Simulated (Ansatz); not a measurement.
# What TlSbS3 (model cell, started as cubic perovskite with Sb in the octahedra) distorts into

Wanted: the energy along a soft mode of TlSbS3 (model cell, started as cubic perovskite with Sb in the octahedra) and the structure at the end.

Calculated with Ansatz 0.2.0; DFT LDA, scalar-relativistic, plane waves, PAW; PAW set soft_1.

The structure was built from a prototype and need not be the compound's stable phase.

### Step 1. The structure

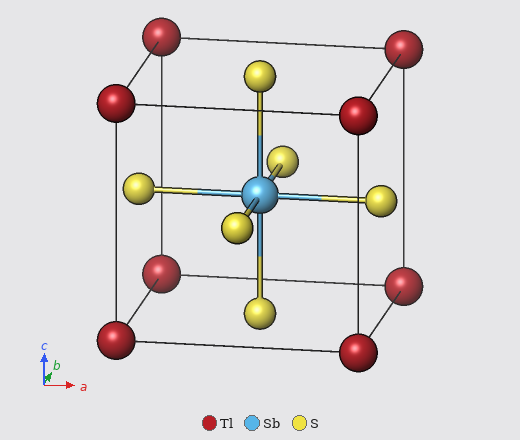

Start, viewed slightly off an axis; thallium red, antimony blue, sulfur yellow. Some periodic images of atoms are drawn too.

### Step 2. Phonons on a q mesh

The cell comes from relaxations at this level that are not shown. Stability and thermal properties need the whole zone. Linear response on a 2×2×2 q mesh gives force constants as far as a supercell of that size would.

The input, input.yaml:

```yaml
crystal:
  lattice:
    - [4.9559718062, 0.0, 0.0]
    - [0.0, 4.9559718062, 0.0]
    - [0.0, 0.0, 4.9559718062]
  atoms:
    - { symbol: Tl, position: [0.0, 0.0, 0.0] }
    - { symbol: Sb, position: [0.5, 0.5, 0.5] }
    - { symbol: S, position: [0.5, 0.5, 0.0] }
    - { symbol: S, position: [0.5, 0.0, 0.5] }
    - { symbol: S, position: [0.0, 0.5, 0.5] }
kpoints:
  mp_grid: { grid: [8, 8, 8] }
hamiltonian:
  xc: lda
  pseudopotentials: { kind: paw, azcp: { folder: soft_1 }, xc_functional: pbe }
scf:
  occupations: { method: methfessel_paxton, width: 0.2 }
output:
  eigenvalues: true
phonons:
  method: dfpt
  qmesh: [2, 2, 2]
  temperatures: { t_max: 1000, t_step: 50 }
  qpath:
    path:
      - [[0.0, 0.0, 0.0], [0.0, 0.5, 0.0], [0.5, 0.5, 0.0], [0.0, 0.0, 0.0], [0.5, 0.5, 0.5], [0.0, 0.5, 0.0]]
      - [[0.5, 0.5, 0.5], [0.5, 0.5, 0.0]]
    npoints: 10
```

Launch:

```sh
ansatz run input.yaml --threads 4 --pin off --max-ram 16384MiB --backend cpu --events-out ev --progress --plain --runs-dir out
```

Numbers of over 12 decimals in the logs are rounded to 6 here.

The log of the run:

```text
Engine: ansatz 0.2.0, aarch64-unknown-linux-gnu
Pseudopotentials: kind: paw
Pseudopotential: Tl, paw, valence charge 13, recommended cutoff 420 eV (normal), soft_1/Tl.paw.azcp
Pseudopotential: Sb, paw, valence charge 15, recommended cutoff 420 eV (normal), soft_1/Sb.paw.azcp
Pseudopotential: S, paw, valence charge 6, recommended cutoff 420 eV (normal), soft_1/S.paw.azcp
Functional definition: SPW92
  exchange = slater_x
  correlation = pw_c
Crystal: 5 atoms, lattice volume = 121.727 Å³
Basis set: ecut = 420 eV, 2373 PW (Γ), exchange–correlation on 72×72×72 points (8 copies of the dense FFT grid, shifted against one another)
Bands: 28, of which v1, the nominal top of the filled ones, is band 23 counted from 1 (22 counted from 0)
Symmetry: 48 space group operations
k-points: 35 of 512
Non-local potential: Tl, projectors of the file, l = 0: 2, l = 1: 2, l = 2: 2, l = 3: 1
Non-local potential: Sb, projectors of the file, l = 0: 2, l = 1: 2, l = 2: 2, l = 3: 1
Non-local potential: S, projectors of the file, l = 0: 2, l = 1: 2, l = 2: 1
PAW form: soft (Blöchl's): semilocal exchange-correlation on the pseudo side does not see the compensation charge
PAW frozen core: Tl, regenerated for the run's functional, and the local potential with it (the file was generated under x = pbe(κ = 0.804, μ = 0.219515), c = pbe(β = 0.066725))
PAW frozen core: Sb, regenerated for the run's functional, and the local potential with it (the file was generated under x = pbe(κ = 0.804, μ = 0.219515), c = pbe(β = 0.066725))
PAW frozen core: S, regenerated for the run's functional, and the local potential with it (the file was generated under x = pbe(κ = 0.804, μ = 0.219515), c = pbe(β = 0.066725))
PAW one-centre angular grid: Tl, 590 points (default); XC on 64 Gauss nodes
PAW one-centre angular grid: Sb, 590 points (default); XC on 64 Gauss nodes
PAW one-centre angular grid: S, 110 points (default); XC on 64 Gauss nodes
Initial density: superposition of atomic densities (chi_scale 0.1, normalization cell, long waves kept (reshape's long-wave potential 0.03 eV rms))
Initial wavefunctions: pseudopotential atomic-orbital guess
Functional: x = slater, c = lda
SCF iter   1: F=—  HF=-20092.978312 eV  |F-HF|=—  |Δ(HF+E_count)|=         —  Δρ=2.88e-2  dr2=2.43e0  ethr=3.10e-3  ⟨swp⟩=7.7  Hψ=4924  notcnv=0
preconditioner: auto → Kerker (q_TF=auto, 2.320 Å⁻¹)  [metal: Δε(μ)=0.037 eV  Ē_g=10.342 eV  σ=0.200 eV  W_gap=0.15  n_scr=26 (ndim 8)  ℏωp=20.2 eV  f_vac=0.000  D(μ)=3.65/eV (n_scr^D=26)]
SCF iter   2: F=—  HF=-20092.430886 eV  |F-HF|=—  |Δ(HF+E_count)|=   5.47e-1  S|Δr|=    0.00e0  Δρ=1.61e-2  dr2=9.35e-1  ethr=3.10e-3  ⟨swp⟩=2.8  Hψ=1625  notcnv=0  defer=10
SCF iter   3: F=—  HF=-20092.130551 eV  |F-HF|=—  |Δ(HF+E_count)|=   3.00e-1  S|Δr|=    0.00e0  Δρ=3.92e-3  dr2=7.89e-2  ethr=2.03e-3  ⟨swp⟩=2.8  Hψ=1777  notcnv=0  defer=10
SCF iter   4: F=—  HF=-20092.100450 eV  |F-HF|=—  |Δ(HF+E_count)|=   3.01e-2  S|Δr|=    0.00e0  Δρ=1.44e-3  dr2=7.16e-3  ethr=1.71e-4  ⟨swp⟩=2.6  Hψ=1712  notcnv=0  defer=7
SCF iter   5: F=—  HF=-20092.098145 eV  |F-HF|=—  |Δ(HF+E_count)|=   2.30e-3  S|Δr|=    0.00e0  Δρ=5.19e-4  dr2=4.88e-4  ethr=1.56e-5  ⟨swp⟩=2.9  Hψ=1925  notcnv=0  defer=5
SCF iter   6: F=—  HF=-20092.097986 eV  |F-HF|=—  |Δ(HF+E_count)|=   1.59e-4  S|Δr|=    0.00e0  Δρ=1.28e-4  dr2=2.71e-5  ethr=1.06e-6  ⟨swp⟩=2.0  Hψ=1675  notcnv=0  defer=5
SCF iter   7: F=—  HF=-20092.097995 eV  |F-HF|=—  |Δ(HF+E_count)|=   9.11e-6  S|Δr|=    0.00e0  Δρ=2.34e-5  dr2=5.91e-7  ethr=5.90e-8  ⟨swp⟩=2.4  Hψ=1581  notcnv=0  defer=5
SCF iter   8: F=—  HF=-20092.097987 eV  |F-HF|=—  |Δ(HF+E_count)|=   8.53e-6  S|Δr|=    0.00e0  Δρ=5.95e-6  dr2=5.04e-8  ethr=1.28e-9  ⟨swp⟩=2.3  Hψ=1658  notcnv=0  defer=5
SCF iter   9: F=—  HF=-20092.097987 eV  |F-HF|=—  |Δ(HF+E_count)|=   1.77e-8  S|Δr|=    0.00e0  Δρ=1.54e-6  dr2=5.08e-9  ethr=1.10e-10  ⟨swp⟩=2.4  Hψ=1817  notcnv=0  defer=5
SCF iter  10: F=—  HF=-20092.097987 eV  |F-HF|=—  |Δ(HF+E_count)|=   1.11e-9  S|Δr|=    0.00e0  Δρ=4.84e-7  dr2=4.49e-10  ethr=1.10e-11  ⟨swp⟩=2.3  Hψ=1382  notcnv=0  defer=5
SCF iter  11: F=-20092.097987 eV  HF=-20092.097987 eV  |F-HF|=0.00e0  |Δ(HF+E_count)|=  6.55e-11  S|Δr|=    0.00e0  Δρ=7.72e-8  dr2=7.64e-12  ethr=1.00e-12  ⟨swp⟩=7.3  Hψ=6339  notcnv=0
SCF 1 converged in 11 iterations: F = -20092.097987 eV  dr2 = 7.64e-12
  greatest PAW one-centre occupation: 0.997 electrons in one spin orbital (limit 2), on the Sb atom at site 1 (counted from 0), in its partial waves of l = 2
Initial density: read from a saved state, or passed on in memory by an earlier SCF of this step, an earlier step, the calling program or the single point that the run made first
iter 1 solved again at ethr=2.88e-7 eV; its pass at ethr=3.10e-3 eV (dr2=1.32e-4 eV) is discarded
SCF iter   1: F=—  HF=-20092.097986 eV  |F-HF|=—  |Δ(HF+E_count)|=         —  Δρ=7.91e-7  dr2=7.06e-10  ethr=2.88e-7  ⟨swp⟩=3.8  Hψ=8345  notcnv=0
eigensolver tolerance schedule: the retry pair's looser diagonalisation over-reported the residual by 187358.48 of it (diagonalisation noise at an unbounded share of the residual, at the tolerance the schedule requests for it); recorded, not acted on — ethr = c·dr2/N_el stays at c = 1.0e-1
preconditioner: auto → Kerker (q_TF=auto, 2.320 Å⁻¹)  [metal: Δε(μ)=0.007 eV  Ē_g=9.898 eV  σ=0.200 eV  W_gap=0.03  n_scr=26 (ndim 8)  ℏωp=20.2 eV  f_vac=0.001  D(μ)=3.96/eV (n_scr^D=26)]
SCF iter   2: F=—  HF=-20092.097987 eV  |F-HF|=—  |Δ(HF+E_count)|=   1.22e-6  S|Δr|=    0.00e0  Δρ=4.14e-7  dr2=2.00e-10  ethr=1.54e-12  ⟨swp⟩=4.8  Hψ=3311  notcnv=0
SCF iter   3: F=—  HF=-20092.097987 eV  |F-HF|=—  |Δ(HF+E_count)|=  4.73e-11  S|Δr|=    0.00e0  Δρ=2.73e-7  dr2=8.10e-11  ethr=1.00e-12  ⟨swp⟩=1.0  Hψ=980  notcnv=0
SCF iter   4: F=—  HF=-20092.097987 eV  |F-HF|=—  |Δ(HF+E_count)|=  2.55e-11  S|Δr|=    0.00e0  Δρ=1.17e-7  dr2=1.41e-11  ethr=1.00e-12  ⟨swp⟩=1.0  Hψ=980  notcnv=0
SCF iter   5: F=-20092.097987 eV  HF=-20092.097987 eV  |F-HF|=0.00e0  |Δ(HF+E_count)|=  3.64e-12  S|Δr|=    0.00e0  Δρ=2.68e-8  dr2=7.46e-13  ethr=1.00e-12  ⟨swp⟩=4.7  Hψ=2993  notcnv=0
SCF 2 converged in 5 iterations: F = -20092.097987 eV  dr2 = 7.46e-13
phonons: the bands overlap, so this run is a metal and interpolates without the dipole-dipole term. If the crystal is really an insulator or semiconductor, its LO-TO splitting is missing
NSCF: frozen V_eff on 35 k-points
NSCF: frozen V_eff on 125 k-points
DFPT response loops at q = (0, 0, 0) (fractional): preconditioner auto → Kerker (q_TF=auto, 2.320 Å⁻¹) (partly filled bands, converged f_vac=0.001); β = 1.00, the filter's whole step (`scf.mixing.beta` (0.50) is not read by the response loops under this deck's `scf.mixing.preconditioner`; to damp them name `kerker` or `kerker_dos`, under which they read `scf.mixing.beta`, and type it under 1.00, their step now; both keys bind the ground state too); Broyden in place of MSR1
NSCF: frozen V_eff on 250 k-points
DFPT response loops at q = (0, 0, -0.5) (fractional): mixed as the last ones told, above
NSCF: frozen V_eff on 250 k-points
DFPT response loops at q = (0, -0.5, -0.5) (fractional): mixed as the last ones told, above
NSCF: frozen V_eff on 250 k-points
DFPT response loops at q = (-0.5, -0.5, -0.5) (fractional): mixed as the last ones told, above
SCF converged after 11 iterations
Stability not checked: this state was not tested for a lower state beside it, because cold or Methfessel-Paxton smearing, or corrected tetrahedra, fill the levels in a way that the test cannot read (fill_not_monotonic; see scf.lower_state_search)
Free energy (F): -20092.097987 eV
Harris-Foulkes:  -20092.097987 eV  (|F-HF|=0.00e0)
Internal energy: -20092.093256 eV  (E = F + TS)
E sigma→0 (E₀):  -20092.096804 eV
Entropy (-TS):   -0.004731 eV (-0.946 meV/atom)
Fermi energy:    6.687343 eV
--- Per-component energies (eV) ---
  E_band       = -226.568949
  E_kinetic    = 746.985960
  E_local      = -3147.226334  (includes V_loc(G=0)·N_el)
  E_nonlocal   = 822.224643
  E_hartree    = 1223.362398
  E_xc         = -546.733527
  E_vxc        = -462.777669  (∫ρ·V_xc dr)
  E_paw        = -16013.929507  (= ΣΔE_a)
  E_vpaw       = -632.500498  (= ΣTr[D̂ρ^β])
  E_aug_tail   = 0.000087  (compensation charges beyond the density's cutoff)
  E_ewald      = -3177.653938
  E_core_change = 0.876963  (= ΣΔE_core)
  E_smearing   = -0.004731  (= −TS)
  E_closure    = -0.000000  (closes the sum)
  Σ components = -20092.097987   (vs F -20092.097987, Δ=0.00e0)
--- Band table (eV; the first three rows and the last of 35) ---
  k-point 0: bands = [... 19 lower, 5.5270, 5.5270, 5.7507, 5.7507, 5.7507, 12.0726, 12.0726, 12.0726, ... 1 higher]
  k-point 1: bands = [... 19 lower, 5.4581, 5.7021, 5.7231, 5.7231, 5.8236, 11.6316, 11.8935, 11.8935, ... 1 higher]
  k-point 2: bands = [... 19 lower, 5.2071, 5.5905, 5.7564, 5.7564, 6.4594, 10.5057, 11.6096, 11.6096, ... 1 higher]
  k-point 34: bands = [... 19 lower, 5.0853, 6.9721, 6.9721, 6.9721, 7.9831, 7.9831, 7.9831, 10.6616, ... 1 higher]
--- Phonons (Γ-DFPT): 4 representative perturbations + reference (Σ response iterations 12) ---
  ASR residual: 2.884e-5 → 0.000e0 eV/Å²; symmetrization residual: 1.973e-5 eV/Å²
  ASR residual per site (eV/Å²): 2.31e-5 2.82e-5 2.88e-5 2.88e-5 2.88e-5
  Γ frequencies (cm⁻¹): -122.62 -122.62 -122.62 -98.71 -98.71 -98.71 -21.07 -21.07 -21.07 0.00 0.00 0.00 252.25 252.25 252.25
--- Phonons (arbitrary-q DFPT): 4 irreducible q on the 2×2×2 mesh ---
  q = [0.0000, 0.0000, 0.0000] (star 1, of the zone-centre solve; hermiticity 6.30e-6, symmetrization 8.67e-12): -122.62 -122.62 -122.62 -98.71 -98.71 -98.71 -21.07 -21.07 -21.07 -0.00 0.00 0.00 252.25 252.25 252.25
  q = [0.0000, 0.0000, -0.5000] (star 3, 9 solved perturbations in 975 linear systems a pass and spin channel, the states on 125 of 512 k-point pairs; hermiticity 1.40e-6, symmetrization 1.01e-11): -126.49 -123.49 -115.21 -115.21 -103.51 -103.51 -16.23 -16.23 9.04 36.37 36.37 162.24 272.69 272.69 285.40
  q = [0.0000, -0.5000, -0.5000] (star 3, 9 solved perturbations in 975 linear systems a pass and spin channel, the states on 125 of 512 k-point pairs; hermiticity 2.06e-6, symmetrization 3.17e-13): -143.15 -143.15 -111.63 -99.20 -99.20 -94.09 -16.57 9.18 9.18 42.80 168.19 168.19 273.24 290.53 313.67
  q = [-0.5000, -0.5000, -0.5000] (star 1, 4 solved perturbations in 350 linear systems a pass and spin channel, the states on 125 of 512 k-point pairs; hermiticity 1.60e-7, symmetrization 9.67e-12): -141.05 -141.05 -141.05 -102.35 -102.35 -102.35 -7.47 -7.47 -7.47 174.06 174.06 174.06 269.38 269.38 352.38
  sum rule: each row above includes the acoustic sum rule's correction from the zone centre's row sums; it moved no ω² by more than (0.49 cm⁻¹)²
  mesh force constants: q→R imaginary residual 3.67e-18; ASR residual 2.884e-5 → 0.000e0 eV/Å²; symmetrization residual 1.599e-14 eV/Å²
  interpolated dispersion: 62 rows × 15 modes
  density of states and harmonic sums: on the 14×14×14 q-mesh, interpolated from the force constants of a 2×2×2 supercell (no non-analytic term)
  largest difference from the sums on the solved wave vectors: F 5.02e-2 eV, S 7.34e-5 and C_V 2.32e-5 eV/K
  zero-point energy: 0.073641 eV/cell   skipped modes (ω ≤ 0): 967, of them read as no rigid motion or as one in doubt: 964 (7.979e0 modes/cell left out, lowest -143.15 cm⁻¹)   left out of the sums: 5.32e-1 of the cell's modes: C_V's classical limit lies that fraction below 3 k_B per atom; for a crystal, a wire or a layer, F and S can be off by more, and a phonons.interpolated_qmesh denser along its periods is the remedy for the sampling
```

It took 4.2 min on 4 threads of Arm Neoverse V1, shared host; peak memory 1.3 GiB.

The column dr2 measures how far the density is from self-consistency, as an energy; F and HF (Harris–Foulkes) agree once it is small.

Numbers from this step:

```yaml
volume_per_atom: 24.35 Å³
gap_on_the_k_mesh: 0 eV
sum_rule_residual_before_enforcement: 2.88e-5 eV/Å²
lowest_frequency_on_the_path: -143.2 cm⁻¹
point_group: m-3m
highest_frequency_on_the_path_or_at_a_solved_wavevector: 352.4 cm⁻¹
highest_optical_mode_at_the_zone_centre_no_lo_to_term: 252.2 cm⁻¹
lowest_optical_zone_centre_mode: -122.6 cm⁻¹
lowest_mode_on_the_q_mesh_acoustic_modes_at_gamma_apart: -143.2 cm⁻¹
```

Frequencies (cm⁻¹) solved at each irreducible wavevector; negative means imaginary. Frequencies by wavevector, by row:

| q in reciprocal lattice units | star | mode 1 | mode 2 | mode 3 | mode 4 | mode 13 | mode 14 | mode 15 |
| --- | --- | --- | --- | --- | --- | --- | --- | --- |
| 0 0 0 | 1 | -122.6 | -122.6 | -122.6 | -98.7 | 252.2 | 252.2 | 252.2 |
| 0 0 -0.5 | 3 | -126.5 | -123.5 | -115.2 | -115.2 | 272.7 | 272.7 | 285.4 |
| 0 -0.5 -0.5 | 3 | -143.2 | -143.2 | -111.6 | -99.2 | 273.2 | 290.5 | 313.7 |
| -0.5 -0.5 -0.5 | 1 | -141.1 | -141.1 | -141.1 | -102.3 | 269.4 | 269.4 | 352.4 |

Interpolated from a 2×2×2 q mesh. The phonon branches at the labelled points (cm⁻¹):

| point | branch 1 | branch 2 | branch 3 | branch 4 | branch 12 | branch 13 | branch 14 | branch 15 |
| --- | --- | --- | --- | --- | --- | --- | --- | --- |
| Γ | -123 | -123 | -123 | -99 | 0 | 252 | 252 | 252 |
| X | -126 | -124 | -115 | -115 | 162 | 273 | 273 | 285 |
| M | -143 | -143 | -112 | -99 | 168 | 273 | 290 | 314 |
| Γ | -123 | -123 | -123 | -99 | 0 | 252 | 252 | 252 |
| R | -141 | -141 | -141 | -102 | 174 | 269 | 269 | 352 |
| X | -126 | -124 | -115 | -115 | 162 | 273 | 273 | 285 |
| jump to R | -141 | -141 | -141 | -102 | 174 | 269 | 269 | 352 |
| M | -143 | -143 | -112 | -99 | 168 | 273 | 290 | 314 |

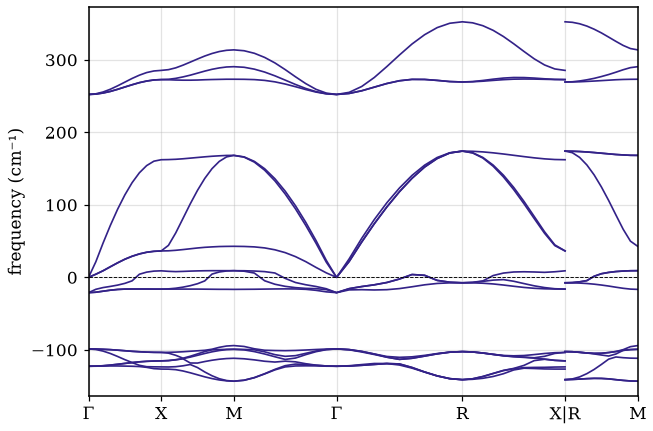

Phonon branches along the path.

Symmetry leaves 4 wavevectors to solve. The lowest mode among them, the acoustic zeros apart, lies at q = (0, -0.5, -0.5) and is imaginary, 143.2i cm⁻¹, so the energy falls along it.

### Step 3. The mode frozen in, largest atomic shift 0 Å

The mode followed lies at q = (-0.5, -0.5, -0.5) with frequency 141.1i cm⁻¹ and is 3-fold degenerate, one of the unstable modes though not the softest. At small amplitude the distorted cell has space group no. 166 by a symmetry search on the positions. The undistorted cell that holds it gives the zero of energy on the same k mesh.

System of this step: TlSbS3 (model cell, started as cubic perovskite with Sb in the octahedra). It takes space group Pm-3m (No. 221, cubic). Conventional cell: a = 4.956 Å, b = 4.956 Å, c = 4.956 Å, α = 90.00°, β = 90.00°, γ = 90.00°. Nearest to Tl lie 12 S at 3.50 Å. Nearest to Sb lie 6 S at 2.48 Å. S has 2 Sb at 2.48 Å nearest. Farther neighbours and most contacts between anions are not listed.

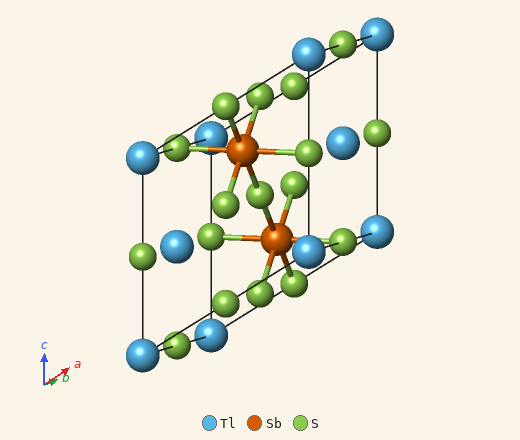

The cell of this step (thallium blue, antimony orange, sulfur green). Some periodic images of atoms are drawn too.

input.yaml, the sections that differ from step 2:

```yaml
crystal:
  lattice:
    - [4.9559718062, 4.9559718062, 0.0]
    - [4.9559718062, 0.0, 4.9559718062]
    - [4.9559718062, 0.0, -4.9559718062]
  atoms:
    - { symbol: Tl, position: [0.0, 0.5, 0.5] }
    - { symbol: Tl, position: [0.0, 0.0, 0.0] }
    - { symbol: Sb, position: [0.5, 0.25, 0.75] }
    - { symbol: Sb, position: [0.5, 0.75, 0.25] }
    - { symbol: S, position: [0.5, 0.0, 1.0] }
    - { symbol: S, position: [0.5, 0.5, 0.5] }
    - { symbol: S, position: [0.0, 0.5, 0.0] }
    - { symbol: S, position: [0.0, 0.0, 0.5] }
    - { symbol: S, position: [0.5, 0.0, 0.5] }
    - { symbol: S, position: [0.5, 0.5, 0.0] }
output:
  forces: true
  stress: true
  eigenvalues: true
# kpoints, hamiltonian, scf: as in step 2
# phonons: removed
```

The log of the run:

```text
[...]
Crystal: 10 atoms, lattice volume = 243.454 Å³
Basis set: ecut = 420 eV, 4693 PW (Γ)
Bands: 56, of which v1, the nominal top of the filled ones, is band 46 counted from 1 (45 counted from 0)
Symmetry: 96 space group operations
[...]
k-points: 29 of 512
[...]
k-point 0: bands = [... 42 lower, 5.7513, 5.7513, 6.9726, 6.9726, 6.9726, 7.9846, 7.9846, 7.9846, ... 6 higher]
  k-point 1: bands = [... 42 lower, 5.7093, 5.7888, 6.8228, 6.8228, 6.9132, 7.6706, 8.4600, 8.4600, ... 6 higher]
  k-point 2: bands = [... 42 lower, 5.8983, 6.0639, 6.6228, 6.6228, 6.7518, 6.9648, 9.3926, 9.3926, ... 6 higher]
  k-point 28: bands = [... 42 lower, 5.5268, 5.5268, 6.3191, 6.3191, 7.1610, 7.1610, 9.1277, 9.1277, ... 6 higher]
[key lines of the parts left out:]
SCF converged after 8 iterations
Free energy (F): -40184.208968 eV
Fermi energy:    6.673158 eV
P = ⅓ Tr σ = -0.0907 GPa (-0.907 kbar)
```

Elapsed: 6.4 s, on 4 threads; peak memory 0.76 GiB; 24 s of CPU time.

Numbers from this step:

```
pressure                         : -0.09068 GPa
energy from the undistorted cell : 0 meV/atom
```

The run ends at a pressure of -0.09 GPa.

### Step 4. The mode frozen in, largest atomic shift 0.32 Å

The atoms are moved along the unstable eigenvector, the largest shift by 0.32 Å, with the cell fixed.

input.yaml, the sections that differ from step 3:

```yaml
crystal:
  lattice:
    - [4.9559718062, 4.9559718062, 0.0]
    - [4.9559718062, 0.0, 4.9559718062]
    - [4.9559718062, 0.0, -4.9559718062]
  atoms:
    - { symbol: Tl, position: [0.0030254442, 0.4984872779, 0.4954618338] }
    - { symbol: Tl, position: [-0.0030254442, 0.0015127221, 0.0045381662] }
    - { symbol: Sb, position: [0.5, 0.25, 0.75] }
    - { symbol: Sb, position: [0.5, 0.75, 0.25] }
    - { symbol: S, position: [0.4543431281, 0.0456568719, 1.0456568719] }
    - { symbol: S, position: [0.5456568719, 0.4543431281, 0.4543431281] }
    - { symbol: S, position: [0.0, 0.5, 0.0456568719] }
    - { symbol: S, position: [0.0, 0.0, 0.4543431281] }
    - { symbol: S, position: [0.5456568719, 0.0, 0.4543431281] }
    - { symbol: S, position: [0.4543431281, 0.5, 0.0456568719] }
# kpoints, hamiltonian, scf, output: as in step 3
```

The log of the run:

```text
[...]
Crystal: 10 atoms, lattice volume = 243.454 Å³
Basis set: ecut = 420 eV, 4693 PW (Γ)
Bands: 56, of which v1, the nominal top of the filled ones, is band 46 counted from 1 (45 counted from 0)
Symmetry: 12 space group operations
[...]
k-points: 65 of 512
[...]
k-point 0: bands = [... 42 lower, 5.8068, 5.8068, 6.9205, 6.9205, 7.2217, 8.3243, 8.3243, 8.3969, ... 6 higher]
  k-point 1: bands = [... 42 lower, 5.7265, 5.7265, 6.8071, 6.8071, 7.1768, 8.1295, 8.7198, 8.7198, ... 6 higher]
  k-point 2: bands = [... 42 lower, 5.7332, 5.7654, 6.6305, 6.6305, 7.0630, 7.7730, 9.5621, 9.5621, ... 6 higher]
  k-point 64: bands = [... 42 lower, 5.6311, 5.8942, 6.1289, 6.7805, 7.3263, 7.5893, 9.2175, 9.9172, ... 6 higher]
[key lines of the parts left out:]
SCF converged after 9 iterations
Free energy (F): -40184.526422 eV
Fermi energy:    6.819614 eV
P = ⅓ Tr σ = 0.6208 GPa (6.208 kbar)
```

Run time: 15 s. Hardware: 4 threads; peak memory 0.99 GiB.

This step gave:

| Item | Value |
| --- | --- |
| pressure | 0.6208 GPa |
| energy from the undistorted cell | -31.55 meV/atom |

The energy, extrapolated to zero smearing, is -31.55 meV/atom against the undistorted cell.

The run ends at a pressure of 0.62 GPa, with forces up to 0.20 eV/Å.

[end of part 1 of 3]

[Logs are printed without paths, hosts, clocks, repeated set-up lines and the standing remarks that a program may print on its own settings, such as how far it seeks lower states.]

[Hosts, paths, dates, database ids (printed as entryN), source tags and the programs' standing remarks are cut or masked in the printed files.]
